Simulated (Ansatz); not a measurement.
# GeH6S2Si: rigid scan of one bond length

How does the energy of GeH6S2Si change as one bond is stretched? Aim: a rigid scan of one bond length, for GeH6S2Si, run from a script.

All numbers are computed with the Python package of Ansatz 0.2.0. Level of theory: MP2/def2-SVP.

**1. The system**

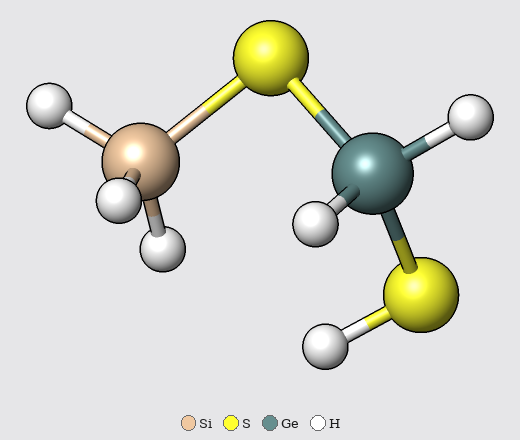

The starting structure, viewed from a chosen angle; silicon light orange, sulfur yellow, germanium teal, hydrogen white.

No structure file is read: the coordinates are typed or built in the script.

**2. The code**

run_scan.py reads:

```python
"""Stretching a bond of GeH6S2Si, the rest held rigid."""

import ansatz as az
import matplotlib.pyplot as plt
import numpy as np

geometry_ang = [
    ("Si", (1.4775, 0.0049, 0.8469)),
    ("S", (0.4112, -1.7285, 0.1588)),
    ("Ge", (-1.3967, -0.5512, -0.3803)),
    ("S", (-1.0291, 0.6053, -2.2415)),
    ("H", (1.7613, 0.8984, -0.2851)),
    ("H", (2.7505, -0.4184, 1.4487)),
    ("H", (0.6799, 0.7153, 1.8578)),
    ("H", (-1.7796, 0.4119, 0.7728)),
    ("H", (-2.5728, -1.5304, -0.6256)),
    ("H", (-0.3021, 1.5927, -1.5525)),
]
system = az.Crystal.molecule()
for symbol, xyz in geometry_ang:
    system = system.atom(symbol, xyz)

symbols = [site.symbol for site in system.cartesian_sites]
start = np.array([site.position_ang for site in system.cartesian_sites])
axis = (start[5] - start[0]) / np.linalg.norm(start[5] - start[0])
moving = [5]
lengths, energies = [1.25, 1.35, 1.47, 1.62, 1.84, 2.21, 2.65, 3.23], []
for length in lengths:
    xyz = start.copy()
    xyz[moving] += (length - np.linalg.norm(start[5] - start[0])) * axis
    point = az.Crystal.molecule()
    for symbol, place in zip(symbols, xyz):
        point = point.atom(symbol, place.tolist())
    base = (
        point.calculation()
        .basis(gaussian="def2-SVP")
        .correlation("mp2")
    )
    report = base.run(threads=1, backend="cpu").report
    energies.append(report["free_energy_ev"])
    print(f"r = {length:6.3f} A  E = {energies[-1]:.5f} eV  <S^2> = {abs(report['mean_field']['state']['spin_squared']):.3f}")

print("energy above the lowest point (eV):", [round(e - min(energies), 3) for e in energies])
plt.figure(figsize=(4.5, 3))
plt.plot(lengths, np.array(energies) - min(energies), "o-")
plt.xlabel("bond length (A)")
plt.ylabel("E - E(min) (eV)")
plt.tight_layout()
plt.savefig("scan.png", dpi=100)
```

**3. The run**

Launch:

```sh
> python run_scan.py
```

What it wrote:

```text
r =  1.250 A  E = -86066.38842 eV  <S^2> = 0.000
r =  1.350 A  E = -86066.91227 eV  <S^2> = 0.000
r =  1.470 A  E = -86067.10649 eV  <S^2> = 0.000
r =  1.620 A  E = -86066.94714 eV  <S^2> = 0.000
r =  1.840 A  E = -86066.32042 eV  <S^2> = 0.000
r =  2.210 A  E = -86064.99551 eV  <S^2> = 0.000
r =  2.650 A  E = -86063.62076 eV  <S^2> = 0.000
r =  3.230 A  E = -86062.40842 eV  <S^2> = 0.000
energy above the lowest point (eV): [0.718, 0.194, 0.0, 0.159, 0.786, 2.111, 3.486, 4.698]
```

Wall time 30 s (1 thread of Arm Neoverse V2, shared host); peak memory 0.42 GiB.

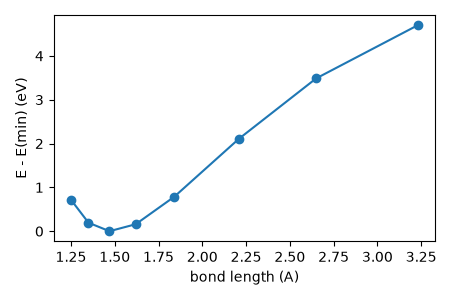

scan.png, as the script drew it.

**4. The engine's runs**

One row for each of the 8 runs:

```csv
run,distance (Å),energy from run 3 (eV),iterations in all,CPU time (s)
1,1.25,0.7181,11,2.9
2,1.35,0.1942,11,3
3,1.47,0.0000,11,3
4,1.62,0.1594,11,2.9
5,1.84,0.7861,11,3
6,2.21,2.1110,15,3.4
7,2.65,3.4857,16,3.9
8,3.23,4.6981,29,7
```

**5. Results**

| quantity | value |
| --- | --- |
| runs compared | 8 |
| range of energy | 4.698 eV |
| lowest point, distance (Å) | 1.47 |

**Reading.** The lowest point, at 1.47, lies inside the range. The ends stand 0.718 and 4.7 eV above it. The distance scanned is the script's pair 0, 5. Caveats:
- The rest of the molecule is held rigid at a force-field or estimated start geometry, and the basis set is modest; single-reference methods fail as a bond breaks.
- The orbitals are restricted, so S² is zero by construction.
- Toward dissociation an unrestricted state can lie under the restricted one, by tenths of an eV for polar bonds under a functional and by 1 to 2 eV or more for others.
- S² is that of the Hartree-Fock reference.
